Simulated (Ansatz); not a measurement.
Geometry relaxation of C3H9BSi (part 2 of 2)

C3H9BSi, SMILES C[SiH]1BCC1; RKS PBE0-D4/def2-TZVP (Ansatz 0.2.0). The geometry: PBE-D4/def2-SVP start.

Geometry of the input (Å):
```
C  -1.0385  -1.1781  1.4295
Si 0.1021  0.2563  0.9289
B  1.6363  -0.1582  -0.3522
C  0.6869  0.3373  -1.5099
C  -0.4050  1.1307  -0.7228
H  -2.0121  -0.7870  1.7901
H  -1.2332  -1.8528  0.5719
H  -0.5861  -1.7783  2.2448
H  0.2914  1.1649  2.1238
H  2.7844  -0.5548  -0.4136
H  0.2608  -0.6571  -1.8267
H  1.0830  0.7812  -2.4511
H  -1.4416  1.0586  -1.1122
H  -0.1416  2.2080  -0.6717
```

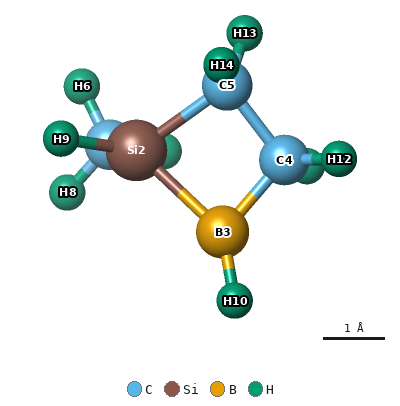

The geometry at step 6 of the log (ball-and-stick view, seen at a tilt; atoms are numbered from 1 in the order of the input).

Trajectory as extended XYZ (Å, eV, eV/Å), 10 frames, from step=1 to step=10:
```
14
Properties=species:S:1:pos:R:3:forces:R:3 step=1 energy=-11804.11561
C    -1.0385   -1.1781    1.4295   -0.1115  -0.1340   0.0659
Si    0.1021    0.2563    0.9289   -0.2014   0.0454  -0.1687
B     1.6363   -0.1582   -0.3522    0.2268  -0.0052  -0.0927
C     0.6869    0.3373   -1.5099   -0.0262  -0.2332  -0.2892
C    -0.4050    1.1307   -0.7228   -0.1105   0.1964   0.0465
H    -2.0121   -0.7870    1.7901    0.4654  -0.1897  -0.1745
H    -1.2332   -1.8528    0.5719    0.0953   0.3236   0.4033
H    -0.5861   -1.7783    2.2448   -0.2132   0.2849  -0.3898
H     0.2914    1.1649    2.1238   -0.0355  -0.1838  -0.2371
H     2.7844   -0.5548   -0.4136   -0.4689   0.1529   0.0118
H     0.2608   -0.6571   -1.8267    0.1339   0.4388   0.1469
H     1.0830    0.7812   -2.4511   -0.1965  -0.1823   0.5205
H    -1.4416    1.0586   -1.1122    0.5512   0.0048   0.1947
H    -0.1416    2.2080   -0.6717   -0.1088  -0.5186  -0.0377
14
Properties=species:S:1:pos:R:3:forces:R:3 step=2 energy=-11804.16624
C    -1.0313   -1.1710    1.4201   -0.0046  -0.0081  -0.0042
Si    0.0979    0.2569    0.9215   -0.0825   0.0303  -0.1005
B     1.6312   -0.1554   -0.3476    0.0529  -0.0448  -0.0126
C     0.6814    0.3307   -1.4997   -0.0278  -0.1212  -0.1151
C    -0.4018    1.1263   -0.7171   -0.0253   0.0453   0.0752
H    -1.9959   -0.7879    1.7766    0.1323  -0.0493  -0.0507
H    -1.2215   -1.8384    0.5710    0.0248   0.0864   0.1115
H    -0.5819   -1.7639    2.2261   -0.0545   0.0836  -0.1120
H     0.2859    1.1556    2.1066   -0.0136  -0.0411  -0.0492
H     2.7624   -0.5520   -0.4120   -0.1280   0.0612   0.0026
H     0.2492   -0.6493   -1.8133    0.0610   0.1647   0.0452
H     1.0739    0.7762   -2.4259   -0.0520  -0.0536   0.1519
H    -1.4251    1.0516   -1.1040    0.1550   0.0027   0.0580
H    -0.1375    2.1913   -0.6736   -0.0377  -0.1560  -0.0002
14
Properties=species:S:1:pos:R:3:forces:R:3 step=3 energy=-11804.17197
C    -1.0254   -1.1639    1.4114    0.0030   0.0143  -0.0019
Si    0.0965    0.2603    0.9186   -0.0057  -0.0211  -0.0285
B     1.6242   -0.1665   -0.3453    0.0298   0.0728   0.0367
C     0.6769    0.3230   -1.4949   -0.0226  -0.0566  -0.0122
C    -0.4013    1.1209   -0.7112    0.0130   0.0028   0.0352
H    -1.9864   -0.7840    1.7664   -0.0148  -0.0031   0.0056
H    -1.2135   -1.8288    0.5658   -0.0008  -0.0057  -0.0078
H    -0.5759   -1.7530    2.2135    0.0028  -0.0104   0.0097
H     0.2804    1.1562    2.1013    0.0033   0.0019   0.0081
H     2.7543   -0.5465   -0.4098    0.0036  -0.0203  -0.0067
H     0.2425   -0.6465   -1.8137   -0.0206   0.0051  -0.0185
H     1.0722    0.7728   -2.4113    0.0149   0.0065  -0.0032
H    -1.4203    1.0465   -1.0943   -0.0129  -0.0012  -0.0016
H    -0.1370    2.1804   -0.6678    0.0069   0.0152  -0.0149
14
Properties=species:S:1:pos:R:3:forces:R:3 step=4 energy=-11804.17245
C    -1.0248   -1.1642    1.4090    0.0080   0.0011  -0.0097
Si    0.0960    0.2616    0.9189    0.0225   0.0289   0.0098
B     1.6270   -0.1573   -0.3426   -0.0066  -0.0356   0.0150
C     0.6740    0.3189   -1.4938   -0.0097  -0.0214  -0.0071
C    -0.3996    1.1232   -0.7097   -0.0080  -0.0016   0.0061
H    -1.9876   -0.7878    1.7630   -0.0092   0.0047   0.0030
H    -1.2099   -1.8283    0.5622   -0.0032  -0.0092  -0.0094
H    -0.5756   -1.7540    2.2108    0.0044  -0.0074   0.0086
H     0.2794    1.1557    2.1032   -0.0068   0.0019   0.0112
H     2.7542   -0.5453   -0.4094    0.0164   0.0117   0.0003
H     0.2360   -0.6500   -1.8081   -0.0041   0.0043  -0.0096
H     1.0685    0.7652   -2.4121    0.0081   0.0094  -0.0117
H    -1.4196    1.0509   -1.0906   -0.0151   0.0027  -0.0065
H    -0.1311    2.1820   -0.6721    0.0033   0.0106  -0.0001
14
Properties=species:S:1:pos:R:3:forces:R:3 step=5 energy=-11804.17308
C    -1.0216   -1.1619    1.4058   -0.0104  -0.0239  -0.0035
Si    0.0987    0.2677    0.9243    0.0005   0.0032   0.0041
B     1.6248   -0.1598   -0.3383    0.0089  -0.0127  -0.0213
C     0.6686    0.3073   -1.4931   -0.0225  -0.0033  -0.0093
C    -0.3980    1.1223   -0.7077   -0.0055   0.0112  -0.0031
H    -1.9872   -0.7893    1.7572    0.0042   0.0075   0.0014
H    -1.2041   -1.8254    0.5571    0.0078   0.0083  -0.0027
H    -0.5755   -1.7547    2.2077    0.0031   0.0030   0.0028
H     0.2760    1.1576    2.1133   -0.0059  -0.0006  -0.0030
H     2.7571   -0.5327   -0.4091    0.0106   0.0009   0.0146
H     0.2219   -0.6525   -1.8191   -0.0020   0.0006   0.0111
H     1.0697    0.7575   -2.4076    0.0070   0.0041   0.0091
H    -1.4202    1.0547   -1.0851    0.0012   0.0009   0.0070
H    -0.1231    2.1799   -0.6765    0.0028   0.0008  -0.0072
14
Properties=species:S:1:pos:R:3:forces:R:3 step=6 energy=-11804.17334
C    -1.0182   -1.1625    1.4018   -0.0150  -0.0119  -0.0035
Si    0.0995    0.2712    0.9263    0.0083   0.0112   0.0106
B     1.6237   -0.1613   -0.3365    0.0001   0.0044  -0.0101
C     0.6628    0.2998   -1.4915   -0.0070   0.0035  -0.0167
C    -0.3968    1.1251   -0.7061    0.0053  -0.0019  -0.0019
H    -1.9855   -0.7916    1.7509    0.0036  -0.0006  -0.0006
H    -1.1958   -1.8239    0.5505    0.0036   0.0053   0.0025
H    -0.5733   -1.7556    2.2043    0.0018   0.0052  -0.0034
H     0.2705    1.1599    2.1171   -0.0013  -0.0044  -0.0001
H     2.7590   -0.5267   -0.4051   -0.0037   0.0004   0.0064
H     0.2093   -0.6561   -1.8172    0.0002  -0.0005   0.0087
H     1.0676    0.7489   -2.4051   -0.0012  -0.0023   0.0044
H    -1.4211    1.0621   -1.0787    0.0056  -0.0016   0.0002
H    -0.1147    2.1813   -0.6821   -0.0004  -0.0067   0.0034
14
Properties=species:S:1:pos:R:3:forces:R:3 step=7 energy=-11804.17346
C    -1.0165   -1.1617    1.3973   -0.0015  -0.0005   0.0025
Si    0.1011    0.2749    0.9291    0.0052   0.0035   0.0003
B     1.6233   -0.1595   -0.3352   -0.0022  -0.0021  -0.0037
C     0.6587    0.2947   -1.4908    0.0056   0.0060   0.0069
C    -0.3954    1.1262   -0.7044    0.0018   0.0013  -0.0072
H    -1.9848   -0.7930    1.7457    0.0018  -0.0027  -0.0019
H    -1.1903   -1.8200    0.5430   -0.0004   0.0012   0.0023
H    -0.5714   -1.7558    2.1988   -0.0025  -0.0011  -0.0022
H     0.2683    1.1607    2.1225   -0.0012  -0.0025  -0.0008
H     2.7597   -0.5219   -0.4016   -0.0033   0.0036  -0.0008
H     0.2013   -0.6608   -1.8112    0.0013  -0.0006   0.0037
H     1.0632    0.7403   -2.4062   -0.0058  -0.0041   0.0005
H    -1.4208    1.0652   -1.0740    0.0009   0.0020  -0.0002
H    -0.1096    2.1813   -0.6842    0.0003  -0.0038   0.0007
14
Properties=species:S:1:pos:R:3:forces:R:3 step=8 energy=-11804.17352
C    -1.0154   -1.1615    1.3943    0.0048   0.0049   0.0004
Si    0.1021    0.2772    0.9304    0.0013   0.0000  -0.0002
B     1.6237   -0.1577   -0.3345   -0.0053  -0.0022   0.0024
C     0.6564    0.2919   -1.4895    0.0082   0.0069   0.0084
C    -0.3942    1.1281   -0.7035   -0.0013  -0.0050  -0.0037
H    -1.9845   -0.7947    1.7419   -0.0011  -0.0005  -0.0008
H    -1.1868   -1.8178    0.5382   -0.0022  -0.0025  -0.0010
H    -0.5710   -1.7571    2.1950   -0.0011  -0.0018  -0.0002
H     0.2665    1.1607    2.1256    0.0001  -0.0002  -0.0002
H     2.7607   -0.5177   -0.4004   -0.0001   0.0032  -0.0033
H     0.1969   -0.6647   -1.8031   -0.0005  -0.0020   0.0006
H     1.0581    0.7326   -2.4083   -0.0037  -0.0028  -0.0029
H    -1.4202    1.0692   -1.0716   -0.0011   0.0025  -0.0009
H    -0.1053    2.1822   -0.6856    0.0020  -0.0005   0.0013
14
Properties=species:S:1:pos:R:3:forces:R:3 step=9 energy=-11804.17357
C    -1.0140   -1.1613    1.3901    0.0067   0.0060   0.0013
Si    0.1033    0.2797    0.9323   -0.0019  -0.0035  -0.0054
B     1.6243   -0.1550   -0.3330   -0.0031  -0.0015   0.0032
C     0.6537    0.2884   -1.4874    0.0021   0.0007   0.0007
C    -0.3929    1.1299   -0.7022   -0.0008  -0.0034   0.0012
H    -1.9842   -0.7964    1.7366   -0.0018   0.0004   0.0005
H    -1.1835   -1.8153    0.5317   -0.0006  -0.0002  -0.0008
H    -0.5710   -1.7593    2.1898   -0.0011  -0.0014   0.0008
H     0.2651    1.1614    2.1290   -0.0010  -0.0006   0.0017
H     2.7625   -0.5107   -0.3998    0.0012   0.0018  -0.0019
H     0.1917   -0.6701   -1.7916    0.0008  -0.0006  -0.0007
H     1.0510    0.7220   -2.4114   -0.0013  -0.0007  -0.0009
H    -1.4197    1.0746   -1.0687   -0.0002   0.0014  -0.0014
H    -0.0992    2.1827   -0.6865    0.0011   0.0017   0.0016
14
Properties=species:S:1:pos:R:3:forces:R:3 step=10 energy=-11804.17357
C    -1.0141   -1.1613    1.3901    0.0025   0.0010  -0.0047
Si    0.1034    0.2793    0.9320   -0.0046  -0.0040   0.0039
B     1.6245   -0.1544   -0.3333    0.0024   0.0035   0.0011
C     0.6534    0.2876   -1.4876    0.0011  -0.0012  -0.0006
C    -0.3923    1.1301   -0.7023   -0.0017  -0.0030   0.0013
H    -1.9842   -0.7960    1.7367    0.0001   0.0005  -0.0001
H    -1.1839   -1.8147    0.5313   -0.0019  -0.0021   0.0008
H    -0.5717   -1.7600    2.1896    0.0003   0.0005  -0.0002
H     0.2635    1.1596    2.1299    0.0027   0.0030  -0.0010
H     2.7638   -0.5067   -0.4005   -0.0002  -0.0009   0.0001
H     0.1913   -0.6716   -1.7895   -0.0017   0.0016  -0.0002
H     1.0493    0.7197   -2.4129    0.0004  -0.0001   0.0004
H    -1.4191    1.0766   -1.0692   -0.0006   0.0008   0.0000
H    -0.0971    2.1825   -0.6856    0.0011   0.0003  -0.0007
```

Results in brief:

- outcome: converged
- total energy: −11804.1736 eV
- mean-field energy: −11803.9194 eV
- dispersion energy: −0.2542 eV
- SCF solution under orbital rotations: stable
- largest force (length of the vector) at the end: 0.007 eV/Å
- dipole moment: 0.85 D
- hardware: 4 threads of Arm Neoverse V1, 23 GiB of memory available, shared host
- wall time: 41 s (CPU time 2.6 min)
- peak memory: 0.59 GiB
